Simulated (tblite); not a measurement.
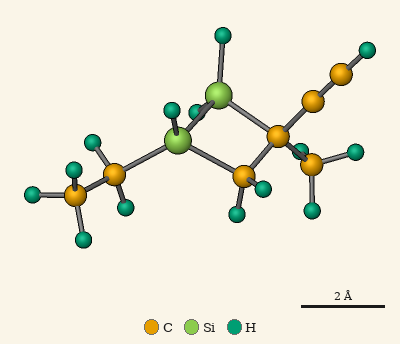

This is the input geometry for a relaxation of C7H14Si2. Style: ball-and-stick. Shown from a free direction.

These are results of GFN2-xTB geometry optimisation, gas phase (tblite), not measurements.

```xyz
23

C    -3.0586   -0.0282   -2.2208
C    -2.4346   -0.0173   -1.2068
C    -1.6439   -0.0431    0.0470
C    -2.5024   -0.3695    1.2292
C    -0.4646   -0.9433   -0.0366
Si    0.9180    0.1454   -0.5884
C     2.4098    0.2473    0.5172
C     3.6601   -0.3593   -0.0269
Si   -0.6563    1.5258    0.1980
H    -3.6447   -0.0368   -3.1071
H    -2.5593    0.4655    1.9656
H    -2.2344   -1.3447    1.7105
H    -3.5476   -0.5090    0.8770
H    -0.2358   -1.3621    0.9739
H    -0.6111   -1.7950   -0.7387
H     1.1752    0.2164   -2.0013
H     2.1677   -0.1642    1.5179
H     2.5925    1.3374    0.6806
H     4.5359    0.1809    0.4245
H     3.7638   -0.2706   -1.1163
H     3.7631   -1.4028    0.3498
H    -0.3622    1.9526    1.5578
H    -1.0353    2.6016   -0.7231
```

**Where does the relaxation end?**

The largest move after the best rigid fit is that of H11, 1.11 Å. Largest moves by element: H 1.11 Å, Si 0.42 Å, C 0.37 Å. Near-neighbour distances that change, for instance: C3–Si9 1.860 → 1.956 Å, Si6–Si9 2.237 → 2.325 Å, C5–Si6 1.844 → 1.923 Å, C3–C5 1.486 → 1.557 Å. Among the angles between lasting bonds that change: C7–Si6–Si9 108.8° → 120.8°, Si6–Si9–H23 114.5° → 125.2°, Si6–Si9–H22 111.5° → 120.8°. Groups turn about C3–C4 by about 55°, Si6–C7 by about 30°, C7–C8 by about 30°. Over 171 geometry steps the energy falls by 1.128 eV.

Final geometry:

```xyz
23

C    -2.9860   -0.2341   -2.1814
C    -2.3575   -0.1455   -1.1650
C    -1.5883   -0.0330    0.0492
C    -2.4331   -0.5060    1.2290
C    -0.2676   -0.8436   -0.1003
Si    0.9630    0.5610   -0.5612
C     2.5932    0.5493    0.4335
C     3.4739   -0.6516    0.1102
Si   -0.8723    1.7825    0.1782
H    -3.5425   -0.3179   -3.0669
H    -1.8792   -0.3933    2.1599
H    -2.7069   -1.5551    1.1134
H    -3.3496    0.0776    1.3002
H    -0.0166   -1.3073    0.8554
H    -0.3726   -1.6532   -0.8221
H     1.3095    0.5474   -1.9944
H     2.3782    0.5572    1.5029
H     3.1472    1.4650    0.2237
H     4.3942   -0.6289    0.6921
H     3.7403   -0.6584   -0.9442
H     2.9532   -1.5797    0.3343
H    -0.9511    2.2580    1.5676
H    -1.6342    2.7366   -0.6310
```

The end point in the same view:

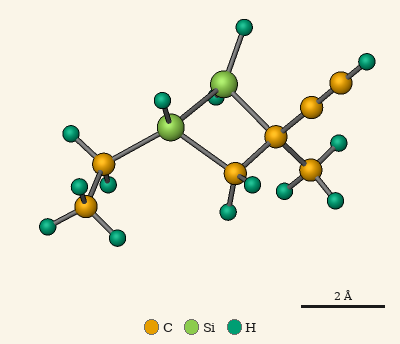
